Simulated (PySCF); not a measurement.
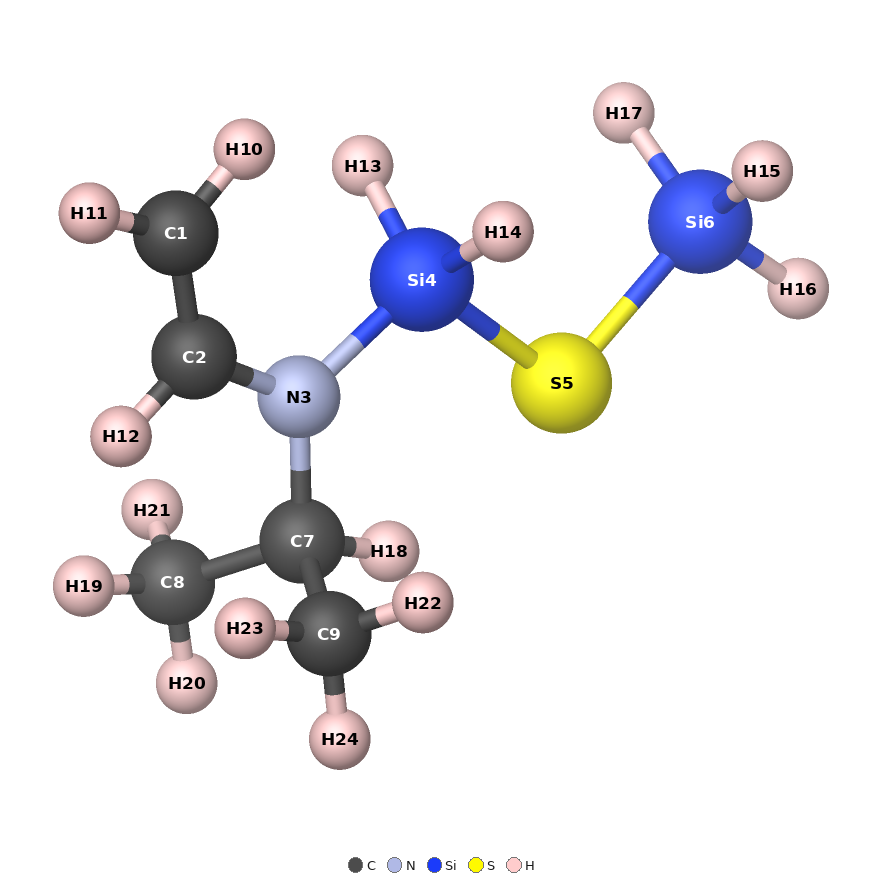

The computed structure is the end point of a GFN2-xTB optimisation. No frequency run is at hand to confirm it as a minimum. Electric field gradients from the ground-state density, PBE0/pcSseg-1 (PySCF 2.14.0), non-relativistic apart from any core potentials.

Give the largest field-gradient component, the quadrupole coupling constant and the asymmetry for 14N at N3 (Q = 20.44 mb), 33S at S5 (Q = −67.81 mb), 2H at H10 (Q = 2.86 mb), 2H at H11 (Q = 2.86 mb).

| atom | V_zz (a.u.) | e²qQ/h (MHz) | η |
| --- | --- | --- | --- |
| N3 | −0.943 | −4.53 | 0.32 |
| S5 | −1.686 | 26.9 | 0.64 |
| H10 | 0.348 | 0.234 | 0.13 |
| H11 | 0.347 | 0.233 | 0.09 |

The geometry is semi-empirical. Around Si such bond lengths and angles can be off by a tenth of an ångström or more and by several degrees, and values that hang on the shape move with them.
